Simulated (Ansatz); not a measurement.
Input file:

```
crystal:
  periodic: [false, false, false]
  atoms:
    - {symbol: Cu, position_ang: [0.105848, -1.210538, 0.505417]}
    - {symbol: F, position_ang: [0.520827, -2.748598, 1.211012]}
    - {symbol: F, position_ang: [-1.327486, 0.662225, -1.614117]}
    - {symbol: F, position_ang: [0.765784, 1.565657, -0.877372]}
    - {symbol: F, position_ang: [-1.160843, 1.696132, 0.540972]}
    - {symbol: P, position_ang: [-0.394613, 0.642999, -0.345031]}
basis:
  gaussian:
    orbitals: def2-TZVPD
hamiltonian:
  xc: {name: PBE0}
output: {forces: true, orbitals: {seedname: orbitals}}
```

Command:

```sh
ansatz run input.yaml --threads 2 --pin off --max-ram 5220MiB --events-out events.jsonl --progress --plain --runs-dir runs
```

Geometry: PBE0-D4/def2-SVP.

Theory: isolated molecule in a Gaussian basis; Kohn-Sham density functional theory, functional PBE0 (Ansatz 0.2.0).

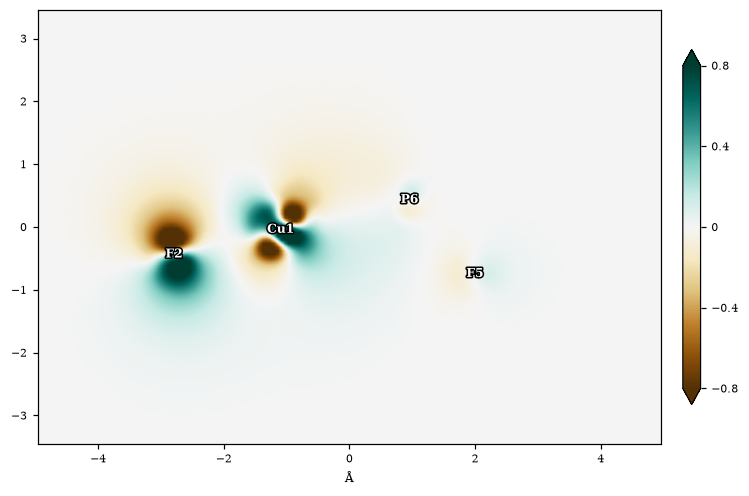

CuF4P (SMILES [F][Cu-][P+](F)(F)F). The HOMO−1 on the plane of atoms Cu1, P6 and F5 (values in Å⁻³ᐟ²; the overall sign is arbitrary).

Q: Where does this orbital lie, and at what energy?

A: Its weight (Hirshfeld) is mainly on F2 (about 55 %) and Cu1 (about 40 %). It is one of a degenerate set, so its orientation is arbitrary. Its energy is −8.65 eV.
